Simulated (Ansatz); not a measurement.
System: C₄H₉AlS (SMILES C=C[CH2][Al]([CH3])[SH]).

```xyz
15

C    -1.3091   -2.2306   -2.6734
C    -0.7350   -1.9721   -1.4891
C     0.2498   -0.8906   -1.1990
C     0.3605    2.1314    0.5021
Al   -0.5925    0.7814   -0.5413
S    -2.6879    1.1110   -1.0918
H    -2.0546   -3.0220   -2.7845
H    -1.0423   -1.6682   -3.5748
H    -1.0505   -2.5728   -0.6251
H     0.7967   -0.5943   -2.1145
H     1.0093   -1.2127   -0.4655
H     0.6301    1.7345    1.4970
H     1.3068    2.4193    0.0117
H    -0.2336    3.0459    0.6572
H    -2.7688   -0.0890   -1.7223
```

Geometry: B3LYP-D3(BJ)/def2-SVP.

All numbers below come from isolated molecule in a Gaussian basis; Kohn-Sham density functional theory, functional PBE0 (Ansatz).

Predict the electron density and electron localisation function between the atoms.

C–Al (1.95 Å): ρ is about 0.72 e/Å³ halfway; the ELF peaks at about 0.95 between the atoms: a polar covalent bond.
Al–S (2.19 Å): the density is about 0.66 e/Å³ at the midpoint; the ELF peaks at about 0.95 in the valence shell of S, 1.0 Å from its nucleus, and is about 0.90 at the midpoint.
C–H (1.10 Å): the density is about 1.8 e/Å³ at the midpoint; the ELF climbs to about 1 towards the hydrogen, as it does in any bond to H; a covalent bond by its length.
S–H (1.36 Å): ρ at the midpoint is about 1.4 e/Å³; the ELF climbs to about 1 towards the hydrogen.

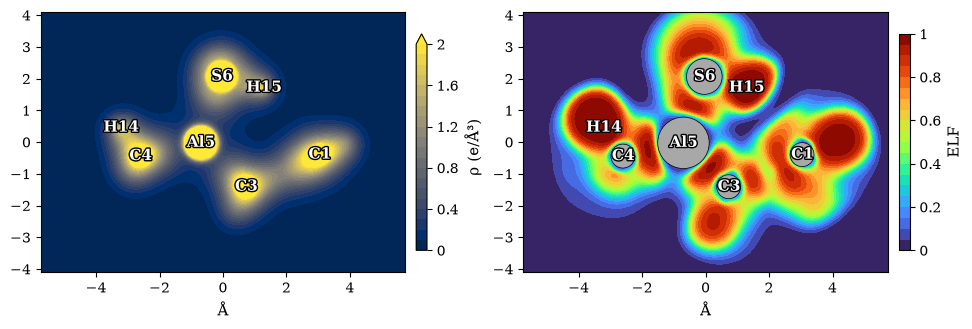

Computed electron density and electron localisation function on the plane of atoms C3, Al5 and S6, in this order. Grey discs cover the atomic cores in the ELF map. 
